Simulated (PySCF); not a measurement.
SH (hydrosulfide) (charge −1)

The calculation's input:

```
{"job": {"kind": "sp", "xc": "M06-2X", "basis": "ma-def2-TZVP", "grid": 3}, "charge": -1, "multiplicity": 1}
S      0.679722    -0.006371    -0.005137
H     -0.674287     0.008644    -0.023171
```

Launched as:

```sh
OMP_NUM_THREADS=1 python redox_run.py task.json out
```

Geometry: PBE0-D3(BJ)/ma-def2-SVP.

All numbers below come from DFT single point, gas phase, functional M06-2X (PySCF).

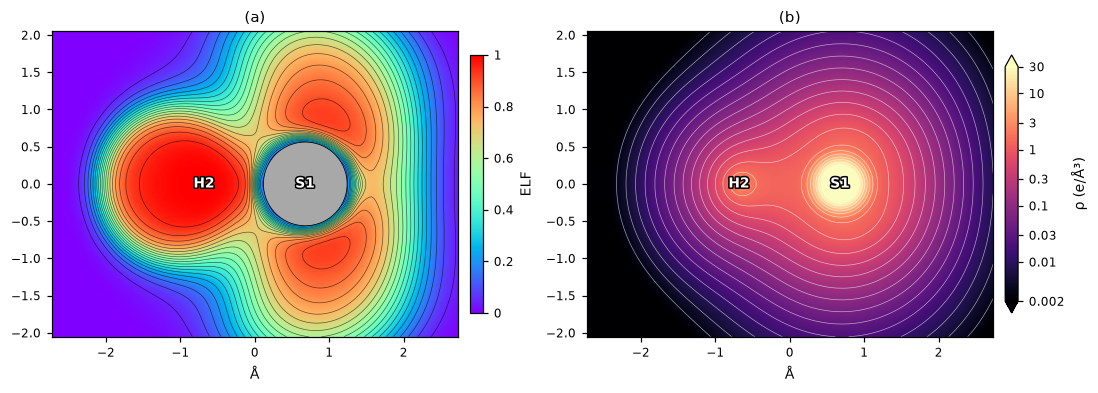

Figure 1. (a) ELF; (b) total electron density on a plane that holds the molecular axis. Grey discs cover the atomic cores in the ELF map.

### Describe what can be read from this map.

- The section cuts through S and H sites.
- S–H (1.35 Å): ρ is about 1.4 e/Å³ halfway; the ELF climbs to about 1 towards the hydrogen, as it does in any bond to H.
- The ELF also peaks beside S1, away from the bonds: lone-pair regions.

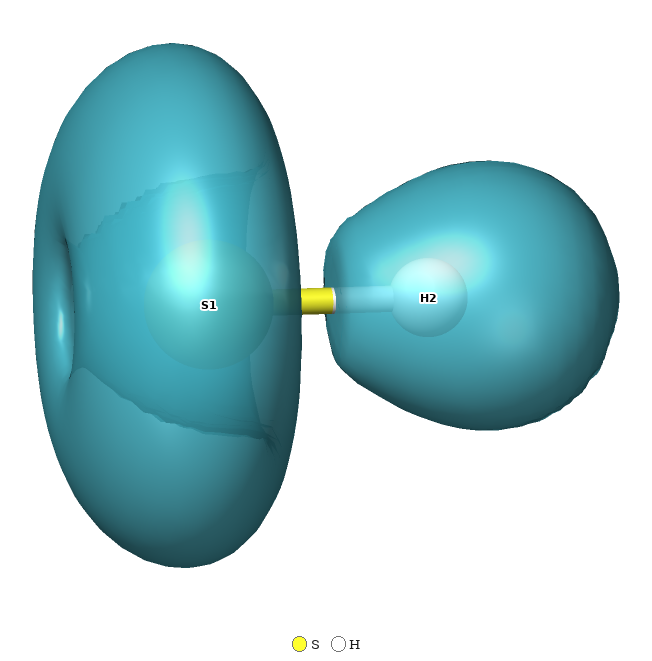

Figure 2. Isosurface of the ELF at 0.8 (cyan), seen from one side. Core shells and regions of very low density are left out.

### Identify the bonds, lone pairs and shells in this picture.

At this value the surface marks out one region around a hydrogen nucleus and one ring or bowl of non-bonding electrons around S.
